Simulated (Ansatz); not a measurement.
# A computed series for Ta: response to strain

The reference is Ta in the bcc (W type) structure (space group Im-3m, No. 229; a = 3.3206 Å; relaxed with 0.1 eV smearing).

Strains are applied to the cell and any free atomic positions relax.

Calculations: PBE (Ansatz, a first-principles code, PAW, without spin-orbit coupling), earlier PAW set.

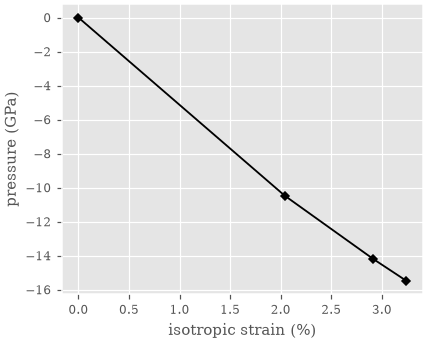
Fig. 1. Pressure against isotropic strain

```json
[
 {"isotropic strain (%)": "2.04", "pressure": "-10.5 GPa"},
 {"isotropic strain (%)": "2.91", "pressure": "-14.2 GPa"},
 {"isotropic strain (%)": "3.24", "pressure": "-15.5 GPa"}
]
```

Stability against distortions was not tested. All final runs are without spin polarisation.
